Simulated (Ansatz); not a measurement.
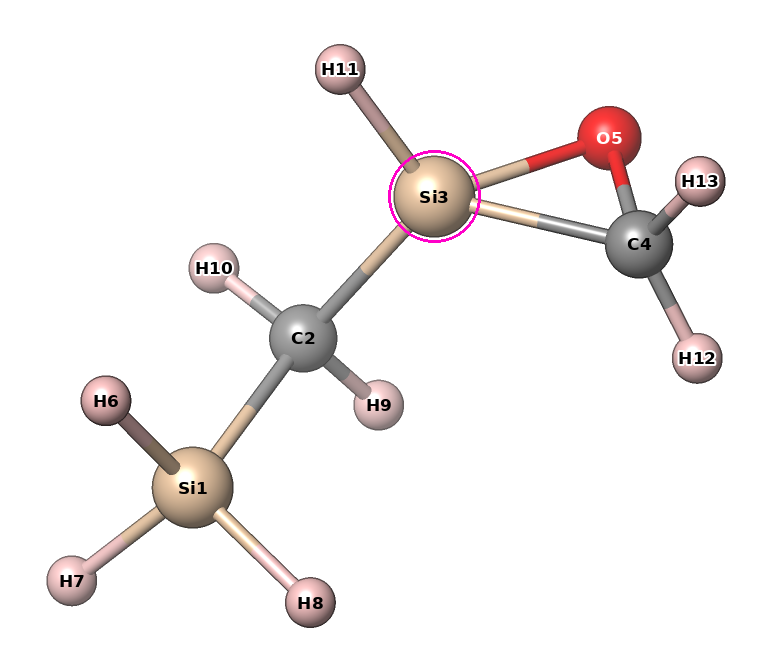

Distant atoms are faded towards the background colour. Circles mark the stereogenic atoms. The geometry was computed by an optimisation with PBE0-D4/def2-TZVP. No frequency run is at hand to confirm it as a minimum.

> Assign CIP descriptors.

Si3: R (priorities O5 > C2 > C4 > H11).

> Give a SMILES with the stereochemistry.

[SiH3]C[Si@H]1CO1
